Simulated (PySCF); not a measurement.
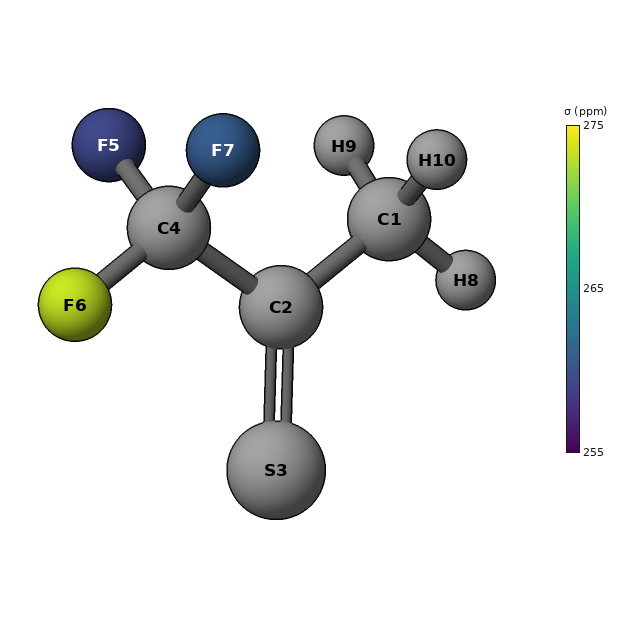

Atoms are coloured by their isotropic NMR shieldings (F only, the others grey). The geometry was computed by an optimisation with PBE0-D3(BJ)/def2-SVP. No frequency run is at hand to confirm it as a minimum. Properties computed with GIAO PBE0/pcSseg-1 NMR shielding, non-relativistic, IEF-PCM methanol (PySCF 2.14.0).

Give the isotropic NMR shieldings of the F atoms atom by atom.

```tsv
atom	σ (ppm)
F5	259.4
F6	273.1
F7	260.7
```
